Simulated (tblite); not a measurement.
**C$_{5}$H$_{11}$NOSi$_{2}$: geometry relaxation (part 4 of 4)**

Continued. System: C$_{5}$H$_{11}$NOSi$_{2}$. Method: GFN2-xTB geometry optimisation, gas phase (tblite 0.8.0). It belongs to a series of runs on one base structure; here: C replaced by Si.

Geometry of the input (Å):
```
N  4.0408  0.6575  -0.9970
C  3.1920  -0.0786  -0.6966
C  2.1386  -1.0133  -0.2947
C  0.7490  -0.3256  -0.3410
C  0.5782  0.6467  0.8551
Si -0.9944  1.6924  0.7799
Si -2.5951  0.1073  0.2871
C  -1.5252  -1.0587  -0.7263
O  -0.2155  -1.4003  -0.2270
H  2.3188  -1.4262  0.7027
H  2.1265  -1.8695  -0.9836
H  0.6234  0.1736  -1.2966
H  1.4206  1.3436  0.9045
H  0.5676  0.0851  1.7867
H  -1.2365  2.4057  2.0720
H  -0.8788  2.6741  -0.3182
H  -3.0797  -0.5581  1.5348
H  -3.7386  0.6473  -0.4924
H  -2.0742  -2.0087  -0.8042
H  -1.4225  -0.6834  -1.7485
```

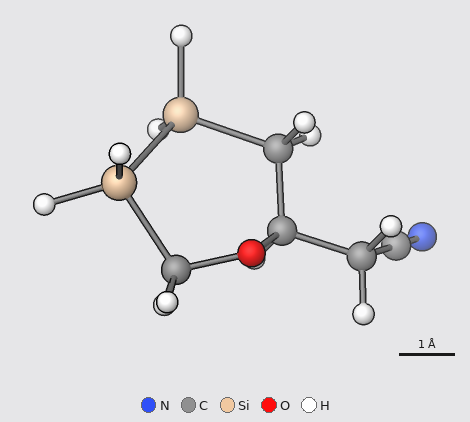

The geometry at step 62 of the log (ball-and-stick view, seen at a tilt).

Trajectory as extended XYZ, continued:
```
20
Properties=species:S:1:pos:R:3:forces:R:3 step=55 energy=-726.56307
N     3.9343    0.6398   -0.9045    0.0020  -0.0010   0.0020
C     3.1152   -0.1091   -0.6290    0.0090  -0.0090   0.0020
C     2.0638   -1.0285   -0.2950   -0.0030   0.0030   0.0020
C     0.6923   -0.3181   -0.2854   -0.0100   0.0050   0.0080
C     0.6301    0.7170    0.8416   -0.0020   0.0060  -0.0010
Si   -0.9932    1.7284    0.8034    0.0290   0.0130   0.0070
Si   -2.5792    0.1213    0.2962    0.0070  -0.0030  -0.0050
C    -1.5346   -1.0947   -0.7626    0.0140  -0.0090  -0.0060
O    -0.2712   -1.3408   -0.1503    0.0080  -0.0070  -0.0010
H     2.2520   -1.4622    0.6903    0.0010  -0.0010   0.0010
H     2.0459   -1.8371   -1.0310    0.0050   0.0010  -0.0010
H     0.5609    0.1865   -1.2588   -0.0100   0.0120   0.0180
H     1.5024    1.3671    0.7556   -0.0050   0.0010  -0.0020
H     0.7200    0.1856    1.7917   -0.0010  -0.0010  -0.0160
H    -1.1244    2.4233    2.0891    0.0050  -0.0060   0.0000
H    -0.8230    2.7591   -0.2335   -0.0150   0.0000  -0.0020
H    -3.0974   -0.6447    1.4346   -0.0030  -0.0030   0.0110
H    -3.7258    0.5219   -0.5262   -0.0170   0.0070  -0.0090
H    -1.9946   -2.0807   -0.8444   -0.0110   0.0030  -0.0010
H    -1.3786   -0.7236   -1.7848   -0.0040  -0.0100  -0.0070
20
Properties=species:S:1:pos:R:3:forces:R:3 step=57 energy=-726.56329
N     3.9400    0.6366   -0.8965    0.0030  -0.0050   0.0040
C     3.1185   -0.1109   -0.6243    0.0040   0.0100  -0.0050
C     2.0636   -1.0280   -0.2960    0.0050  -0.0070   0.0070
C     0.6919   -0.3175   -0.2868   -0.0040  -0.0010  -0.0030
C     0.6318    0.7196    0.8385   -0.0030  -0.0010  -0.0090
Si   -0.9938    1.7277    0.8053    0.0230   0.0130   0.0130
Si   -2.5805    0.1217    0.2960    0.0070  -0.0140  -0.0040
C    -1.5353   -1.0961   -0.7618    0.0040   0.0030   0.0020
O    -0.2712   -1.3407   -0.1500    0.0020   0.0000  -0.0090
H     2.2488   -1.4643    0.6886    0.0000  -0.0040   0.0100
H     2.0499   -1.8355   -1.0333   -0.0100   0.0010  -0.0050
H     0.5596    0.1863   -1.2605   -0.0090   0.0070   0.0180
H     1.5021    1.3713    0.7448   -0.0060   0.0010   0.0090
H     0.7277    0.1906    1.7896   -0.0010   0.0060  -0.0220
H    -1.1213    2.4173    2.0946    0.0030  -0.0060  -0.0060
H    -0.8308    2.7619   -0.2294   -0.0110  -0.0010   0.0020
H    -3.1027   -0.6434    1.4343    0.0020   0.0050  -0.0030
H    -3.7248    0.5226   -0.5307   -0.0100   0.0050   0.0000
H    -1.9967   -2.0820   -0.8400    0.0000   0.0050  -0.0040
H    -1.3818   -0.7266   -1.7854    0.0010  -0.0180   0.0070
20
Properties=species:S:1:pos:R:3:forces:R:3 step=59 energy=-726.56342
N     3.9431    0.6351   -0.8905    0.0030  -0.0040   0.0040
C     3.1201   -0.1118   -0.6212   -0.0050   0.0070  -0.0020
C     2.0633   -1.0285   -0.2965    0.0040  -0.0030   0.0030
C     0.6915   -0.3175   -0.2875    0.0070  -0.0040  -0.0050
C     0.6331    0.7217    0.8357    0.0010  -0.0020  -0.0080
Si   -0.9929    1.7277    0.8072   -0.0080  -0.0030  -0.0010
Si   -2.5809    0.1214    0.2951    0.0020   0.0050   0.0000
C    -1.5354   -1.0970   -0.7611   -0.0040   0.0030   0.0040
O    -0.2713   -1.3406   -0.1492    0.0010  -0.0010  -0.0050
H     2.2463   -1.4670    0.6878    0.0000  -0.0010   0.0050
H     2.0511   -1.8346   -1.0355   -0.0130   0.0030  -0.0010
H     0.5578    0.1862   -1.2607   -0.0050   0.0040   0.0030
H     1.5016    1.3750    0.7372    0.0020   0.0020   0.0080
H     0.7339    0.1953    1.7872   -0.0010   0.0000  -0.0090
H    -1.1194    2.4130    2.0981    0.0020   0.0000   0.0020
H    -0.8362    2.7640   -0.2261   -0.0060   0.0010   0.0010
H    -3.1055   -0.6428    1.4335    0.0050   0.0080  -0.0100
H    -3.7248    0.5234   -0.5336    0.0060   0.0000   0.0100
H    -1.9979   -2.0824   -0.8377    0.0050  -0.0010  -0.0030
H    -1.3827   -0.7297   -1.7853    0.0050  -0.0130   0.0020
20
Properties=species:S:1:pos:R:3:forces:R:3 step=60 energy=-726.56346
N     3.9439    0.6347   -0.8887    0.0030  -0.0030   0.0030
C     3.1203   -0.1119   -0.6203   -0.0060   0.0010   0.0010
C     2.0634   -1.0289   -0.2965    0.0000   0.0010   0.0000
C     0.6915   -0.3176   -0.2878    0.0060  -0.0020  -0.0020
C     0.6336    0.7222    0.8346    0.0010   0.0010  -0.0040
Si   -0.9927    1.7276    0.8077   -0.0140  -0.0070  -0.0050
Si   -2.5809    0.1213    0.2948    0.0010   0.0110   0.0000
C    -1.5355   -1.0972   -0.7608   -0.0030  -0.0010   0.0030
O    -0.2713   -1.3406   -0.1490    0.0020  -0.0030  -0.0010
H     2.2455   -1.4679    0.6878    0.0010   0.0000   0.0010
H     2.0508   -1.8342   -1.0363   -0.0110   0.0030   0.0010
H     0.5572    0.1862   -1.2606   -0.0020   0.0030  -0.0040
H     1.5014    1.3762    0.7352    0.0030   0.0020   0.0050
H     0.7358    0.1967    1.7862   -0.0020  -0.0040  -0.0020
H    -1.1190    2.4118    2.0991    0.0020   0.0020   0.0050
H    -0.8376    2.7646   -0.2250   -0.0050   0.0020   0.0010
H    -3.1062   -0.6425    1.4330    0.0040   0.0060  -0.0080
H    -3.7246    0.5237   -0.5341    0.0070   0.0000   0.0110
H    -1.9980   -2.0826   -0.8372    0.0050  -0.0040   0.0000
H    -1.3826   -0.7310   -1.7852    0.0050  -0.0080  -0.0030
20
Properties=species:S:1:pos:R:3:forces:R:3 step=62 energy=-726.56351
N     3.9456    0.6336   -0.8859    0.0020   0.0000   0.0020
C     3.1206   -0.1120   -0.6190   -0.0020  -0.0050   0.0020
C     2.0634   -1.0291   -0.2966   -0.0060   0.0050  -0.0030
C     0.6918   -0.3177   -0.2885   -0.0030   0.0040   0.0000
C     0.6341    0.7231    0.8329   -0.0010   0.0030   0.0030
Si   -0.9933    1.7273    0.8083   -0.0040  -0.0020  -0.0030
Si   -2.5809    0.1219    0.2946    0.0040   0.0050  -0.0030
C    -1.5357   -1.0976   -0.7602    0.0050  -0.0060  -0.0020
O    -0.2711   -1.3407   -0.1491    0.0030  -0.0010   0.0040
H     2.2446   -1.4689    0.6877    0.0000   0.0020  -0.0040
H     2.0503   -1.8336   -1.0372   -0.0050   0.0000   0.0010
H     0.5563    0.1864   -1.2609    0.0040  -0.0020  -0.0110
H     1.5013    1.3778    0.7328    0.0010   0.0000   0.0010
H     0.7380    0.1982    1.7845   -0.0030  -0.0050   0.0040
H    -1.1180    2.4100    2.1008    0.0020   0.0010   0.0020
H    -0.8404    2.7656   -0.2235   -0.0040   0.0020   0.0020
H    -3.1072   -0.6415    1.4319    0.0010   0.0020   0.0000
H    -3.7240    0.5240   -0.5344    0.0010   0.0030   0.0050
H    -1.9980   -2.0831   -0.8363    0.0020  -0.0050   0.0050
H    -1.3827   -0.7331   -1.7851    0.0030  -0.0010  -0.0050
20
Properties=species:S:1:pos:R:3:forces:R:3 step=64 energy=-726.56355
N     3.9471    0.6326   -0.8844   -0.0010  -0.0010   0.0030
C     3.1210   -0.1121   -0.6184    0.0040  -0.0010  -0.0010
C     2.0632   -1.0287   -0.2967   -0.0030   0.0010  -0.0020
C     0.6918   -0.3174   -0.2891   -0.0060   0.0060  -0.0020
C     0.6341    0.7235    0.8322   -0.0030   0.0000   0.0050
Si   -0.9939    1.7271    0.8084    0.0090   0.0070   0.0050
Si   -2.5806    0.1226    0.2944    0.0040  -0.0100  -0.0050
C    -1.5357   -1.0981   -0.7600    0.0050  -0.0030  -0.0040
O    -0.2706   -1.3409   -0.1494    0.0000   0.0050   0.0030
H     2.2443   -1.4688    0.6874   -0.0020   0.0020  -0.0040
H     2.0499   -1.8331   -1.0374   -0.0030  -0.0010   0.0000
H     0.5563    0.1867   -1.2617    0.0040  -0.0060  -0.0060
H     1.5014    1.3783    0.7322   -0.0030  -0.0010   0.0010
H     0.7383    0.1981    1.7837   -0.0040  -0.0010   0.0020
H    -1.1171    2.4092    2.1017    0.0000  -0.0010  -0.0020
H    -0.8426    2.7661   -0.2228   -0.0030   0.0030   0.0010
H    -3.1077   -0.6405    1.4314    0.0010   0.0000   0.0030
H    -3.7236    0.5244   -0.5340   -0.0050   0.0050  -0.0010
H    -1.9979   -2.0837   -0.8352    0.0020  -0.0030   0.0060
H    -1.3830   -0.7346   -1.7855    0.0020  -0.0010  -0.0010
20
Properties=species:S:1:pos:R:3:forces:R:3 step=65 energy=-726.56357
N     3.9480    0.6319   -0.8833   -0.0020  -0.0020   0.0030
C     3.1213   -0.1123   -0.6179    0.0060   0.0010  -0.0030
C     2.0630   -1.0284   -0.2969    0.0000  -0.0010  -0.0010
C     0.6917   -0.3170   -0.2895   -0.0030   0.0050  -0.0020
C     0.6341    0.7239    0.8320   -0.0020  -0.0020   0.0030
Si   -0.9940    1.7272    0.8086    0.0110   0.0090   0.0070
Si   -2.5802    0.1227    0.2941    0.0020  -0.0150  -0.0040
C    -1.5354   -1.0986   -0.7601    0.0020   0.0000  -0.0030
O    -0.2703   -1.3409   -0.1495   -0.0020   0.0080   0.0010
H     2.2441   -1.4687    0.6871   -0.0040   0.0010  -0.0040
H     2.0494   -1.8328   -1.0376   -0.0020  -0.0010  -0.0010
H     0.5563    0.1867   -1.2625    0.0030  -0.0060   0.0000
H     1.5014    1.3787    0.7319   -0.0040  -0.0020   0.0020
H     0.7384    0.1981    1.7833   -0.0040   0.0020  -0.0010
H    -1.1164    2.4086    2.1023   -0.0010  -0.0010  -0.0030
H    -0.8442    2.7666   -0.2223   -0.0010   0.0030   0.0010
H    -3.1079   -0.6398    1.4312    0.0020  -0.0010   0.0030
H    -3.7234    0.5248   -0.5337   -0.0050   0.0060  -0.0030
H    -1.9978   -2.0842   -0.8343    0.0020  -0.0020   0.0050
H    -1.3831   -0.7357   -1.7859    0.0010  -0.0030   0.0020
20
Properties=species:S:1:pos:R:3:forces:R:3 step=67 energy=-726.56361
N     3.9493    0.6310   -0.8807    0.0000   0.0000   0.0020
C     3.1217   -0.1128   -0.6171    0.0040   0.0000  -0.0040
C     2.0624   -1.0282   -0.2975    0.0040  -0.0030  -0.0020
C     0.6914   -0.3162   -0.2902    0.0040  -0.0010   0.0000
C     0.6343    0.7247    0.8313    0.0000  -0.0020  -0.0020
Si   -0.9938    1.7275    0.8093    0.0010   0.0030   0.0010
Si   -2.5794    0.1224    0.2932   -0.0040  -0.0050   0.0010
C    -1.5349   -1.0996   -0.7602   -0.0040   0.0020  -0.0010
O    -0.2700   -1.3404   -0.1491   -0.0030   0.0060   0.0000
H     2.2430   -1.4692    0.6863   -0.0050   0.0010  -0.0010
H     2.0480   -1.8324   -1.0383    0.0010   0.0000  -0.0030
H     0.5563    0.1862   -1.2640    0.0000  -0.0030   0.0060
H     1.5012    1.3798    0.7306   -0.0010  -0.0020   0.0030
H     0.7392    0.1987    1.7826   -0.0040   0.0030  -0.0030
H    -1.1155    2.4073    2.1036   -0.0020   0.0010   0.0010
H    -0.8469    2.7679   -0.2209    0.0020   0.0040   0.0010
H    -3.1081   -0.6389    1.4306    0.0030  -0.0030   0.0020
H    -3.7233    0.5259   -0.5335    0.0000   0.0030  -0.0040
H    -1.9973   -2.0853   -0.8326    0.0040  -0.0030   0.0020
H    -1.3826   -0.7378   -1.7863    0.0010  -0.0040   0.0000
```

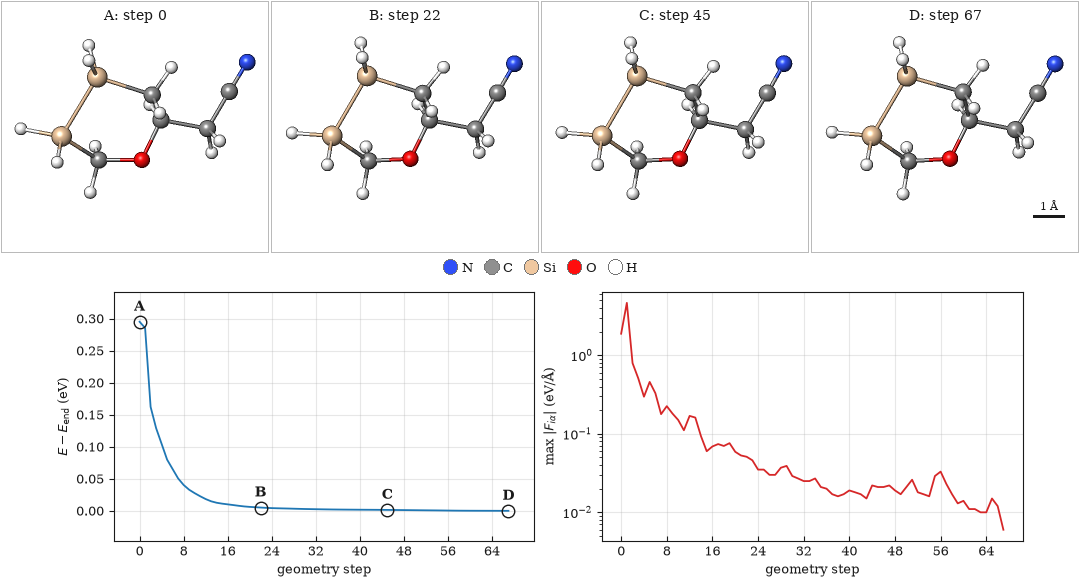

Frames of the relaxation (ball-and-stick view, seen at a tilt) above the curves, on which the letters mark them (steps are counted from 0).

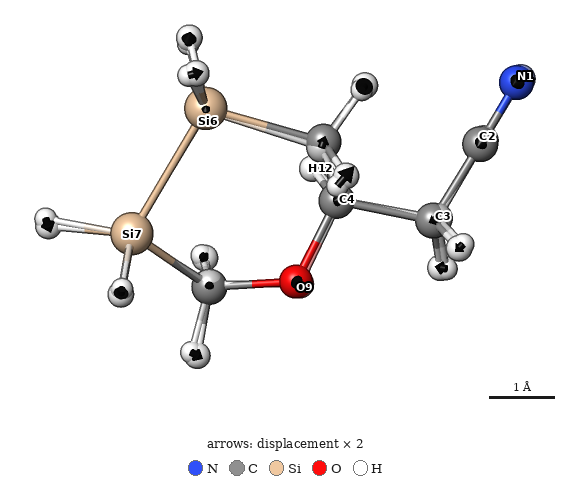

Start (faint) and end (solid) with the displacements as black arrows, magnified 2 times (ball-and-stick view, seen at a tilt). The two geometries are laid on each other by the best rigid fit. After 67 geometry steps the energy has fallen by 0.295 eV. The largest force component goes from 1.9 to 0.006 eV/Å. The largest move after the best rigid fit is that of H14, 0.21 Å. By element the largest moves are H 0.21 Å, N 0.15 Å, O 0.11 Å, C 0.11 Å, Si 0.05 Å. Among the contacts that change: Si7–C8 1.879 → 1.922 Å, C4–O9 1.449 → 1.412 Å, Si6–H15 1.496 → 1.467 Å, C2–C3 1.465 → 1.436 Å. Among the angles that change: Si7–C8–O9 118.5° → 110.8°, C8–Si7–H18 112.4° → 106.8°, Si7–C8–H19 106.9° → 112.4°. (Atoms are counted from 1 in the order of the input.)

Summary:

- outcome: converged
- total energy: −726.5636 eV
- wall time: 0.54 s
- peak memory: 0.18 GiB
